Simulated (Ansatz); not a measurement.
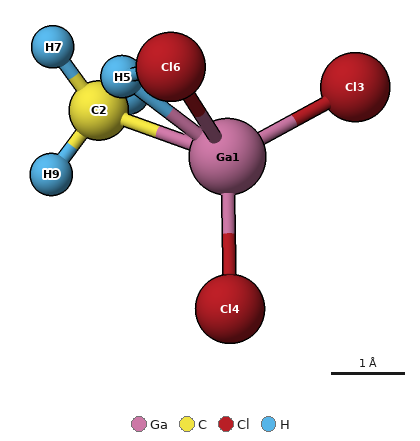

*The structure as given in the input (ball-and-stick view, seen at a tilt; atoms are numbered from 1 in the order of the input). Sticks mark near contacts.*

Bond lengths as drawn: Cl–Ga 2.14 to 2.43 Å, Cl–H 1.52 Å, C–Ga 2.06 Å, C–H 1.10 to 1.11 Å and Ga–H 1.91 Å.

## Phonon calculation, with input and output: CH$_{4}$Cl$_{3}$Ga

- system: CH$_{4}$Cl$_{3}$Ga
- method: RKS r2SCANh-D4/def2-SVP (Ansatz 0.2.0)

It belongs to a series of runs on one base structure; here: vibrations at the highest image of the band. Figures and captions count atoms from 1; the log counts them from 0 in places.

### Input file
```yaml
crystal:
  periodic: [false, false, false]
  atoms:
    - { symbol: Ga, position_ang: [-0.11554, -0.946051, 0.455798] }
    - { symbol: C, position_ang: [-0.364642, 0.900761, -0.425774] }
    - { symbol: Cl, position_ang: [-0.536837, -2.614015, -0.813635] }
    - { symbol: Cl, position_ang: [-0.700529, -0.999999, 2.510087] }
    - { symbol: H, position_ang: [1.067233, 0.406682, -0.193636] }
    - { symbol: Cl, position_ang: [2.247305, -0.423318, 0.287915] }
    - { symbol: H, position_ang: [0.318457, 1.488546, -1.066838] }
    - { symbol: H, position_ang: [-1.177389, 0.618126, -1.113719] }
    - { symbol: H, position_ang: [-0.738061, 1.569267, 0.359902] }
basis:
  gaussian: { orbitals: def2-SVP }
hamiltonian:
  xc: r2scanh
  dispersion: d4
phonons: {}
```

Run on 4 threads of Arm Neoverse N1, 98 GiB of memory available, shared host.

Launched with:
```bash
ansatz run input.yaml --threads 4 --pin off --max-ram 5120MiB --backend cpu --events-out ev --progress --plain --runs-dir out
```

### What the program printed
```
Engine: ansatz 0.2.0, aarch64-unknown-linux-gnu
Functional definition: r2SCANh
  parameter a = 0.1
  parameter k0 = 0.174
  parameter k1 = 0.065
  parameter a1 = 4.9479
  exchange = (1 - a)*r2scan_x(k0 = k0, k1 = k1, a1 = a1) + a*exact_x
  correlation = r2scan_c
1224 factors; integrals over basis functions are off by at most 4.1e-4 eV
mean field evaluation 1: about -91023.4040 eV, gradient 4.8e1 eV
mean field evaluation 2: about -91019.4301 eV, gradient 6.2e1 eV
mean field evaluation 4: about -91028.4789 eV, gradient 1.6e0 eV
mean field evaluation 8: about -91028.4796 eV, gradient 1.5e-1 eV
mean field evaluation 16: about -91028.4796 eV, gradient 2.1e-5 eV
mean field -91028.47961310 eV, -3345.2349244618 hartree, gradient 2.1e-5 eV, S^2 0.000000; 0 other end points of the search recorded, 0 dependent functions left out
the calculation of the forces begins
reference -91028.47962243 eV, -3345.2349248047 hartree; 46, 46 occupied and 74, 74 virtual orbitals, 1224 factors
these checks for a lower state are left out or cut short: stability, starts, cluster_reference, orbital_swaps, neighbouring_geometries, increment
1224 factors; integrals over basis functions are off by at most 4.0e-4 eV
mean field -91028.47958409 eV, -3345.2349233959 hartree, gradient 2.5e-6 eV, S^2 0.000000; 0 other end points of the search recorded, 0 dependent functions left out
[... from here on the field's lines of each further geometry are left out, up to the last ...]
the calculation of the forces begins
reference -91028.47956007 eV, -3345.2349225131 hartree; 46, 46 occupied and 74, 74 virtual orbitals, 1224 factors
these checks for a lower state are left out or cut short: stability, starts, cluster_reference, orbital_swaps, neighbouring_geometries, increment
1224 factors; integrals over basis functions are off by at most 4.1e-4 eV
mean field -91028.47955255 eV, -3345.2349222369 hartree, gradient 2.0e-6 eV, S^2 0.000000; 0 other end points of the search recorded, 0 dependent functions left out
the calculation of the forces begins
reference -91028.47956189 eV, -3345.2349225798 hartree; 46, 46 occupied and 74, 74 virtual orbitals, 1224 factors
WARN: phonons: modes at or below zero, which the zero-point energy, F, S and C_V leave out: 1, the lowest at -971.13 cm⁻¹. A minimum has none, and a first-order saddle one
Total energy: -91028.55672593 eV, -3345.2377583061 hartree
Atom 0 at    -0.115540    -0.946051     0.455798 Å, force    -0.001267    -0.000187     0.003170 eV/Å
Atom 1 at    -0.364642     0.900761    -0.425774 Å, force    -0.005796    -0.004824    -0.008943 eV/Å
Atom 2 at    -0.536837    -2.614015    -0.813635 Å, force    -0.000313     0.000214     0.000705 eV/Å
Atom 3 at    -0.700529    -0.999999     2.510087 Å, force     0.000307     0.000085     0.000225 eV/Å
Atom 4 at     1.067233     0.406682    -0.193636 Å, force     0.003751    -0.002794    -0.000021 eV/Å
Atom 5 at     2.247305    -0.423318     0.287915 Å, force     0.000048    -0.000119    -0.002740 eV/Å
Atom 6 at     0.318457     1.488546    -1.066838 Å, force    -0.000214     0.005275     0.006085 eV/Å
Atom 7 at    -1.177389     0.618126    -1.113719 Å, force     0.005062    -0.000053     0.001748 eV/Å
Atom 8 at    -0.738061     1.569267     0.359902 Å, force    -0.001579     0.002403    -0.000228 eV/Å
Dipole moment:    -0.044676     0.666895    -0.339845 e Å
Vibrations: -971.13 71.44 97.21 118.71 136.53 147.22 252.75 360.67 403.92 458.67 522.45 533.11 814.86 984.66 1186.12 1345.50 1412.98 1536.23 3041.62 3123.08 3199.55 cm⁻¹, zero-point energy 1.224174 eV
```

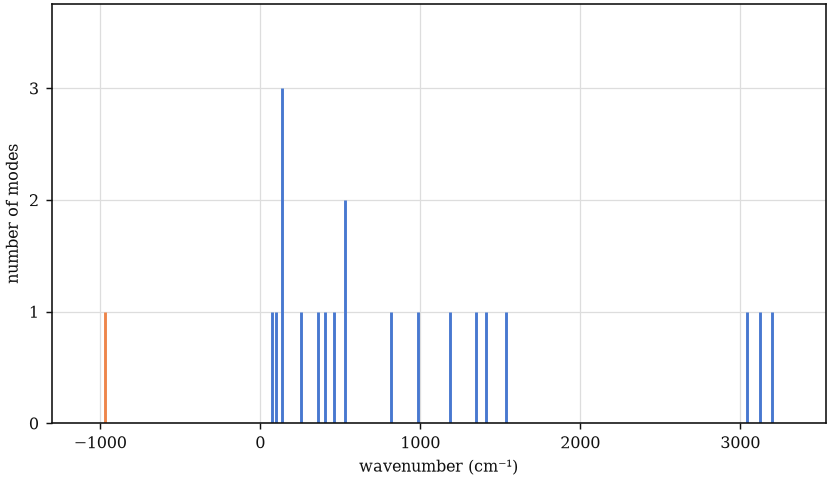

*Harmonic vibrational wavenumbers from the force constants; neighbouring modes closer than 19 cm⁻¹ are counted in one stick, and imaginary ones are drawn at negative wavenumbers.*

21 modes from 971i to 3200 cm⁻¹, 1 imaginary beyond 8i (971i cm⁻¹): a first-order saddle point, if the geometry is stationary.

### Summary

| quantity | value |
| --- | --- |
| outcome | converged |
| total energy | −91028.5567 eV |
| mean-field energy | −91028.4796 eV |
| largest force (length of the vector) | 0.012 eV/Å |
| wall time | 3.5 min (CPU time 13 min) |
| peak memory | 0.36 GiB |
